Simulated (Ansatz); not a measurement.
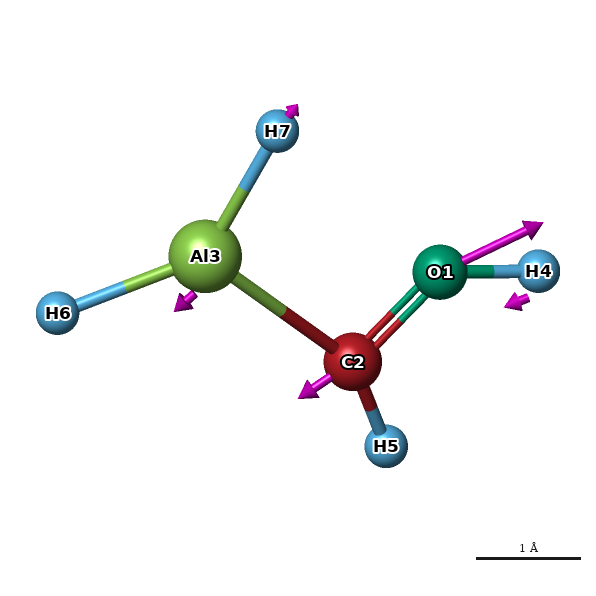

Arrows show the forces on the atoms, 0.2 Å of arrow for 1 eV/Å; forces under a tenth of the largest aren't drawn. State: charge +1, singlet. Level of theory: RHF-CCSD(T) (frozen core)/def2-TZVPP (Ansatz 0.2.0).

On which atom is the force largest, and how large is it?

Answer. On O1: 4.35 eV/Å.

Which bond do the forces act along most?

Answer. O1–C2, now 1.242 Å: the forces push its atoms apart, so a first step downhill lengthens it.

List the force components in the frame of the picture (x right, y up, z towards the viewer), in eV/Å.

| atom | Fx | Fy | Fz |
| --- | --- | --- | --- |
| O1 | 3.91 | 1.88 | −0.25 |
| C2 | −1.61 | −1.09 | −0.07 |
| Al3 | −1.02 | −0.90 | −0.24 |
| H4 | −1.18 | −0.47 | 0.20 |
| H5 | −0.23 | 0.23 | 0.17 |
| H6 | −0.32 | −0.24 | −0.05 |
| H7 | 0.45 | 0.59 | 0.23 |
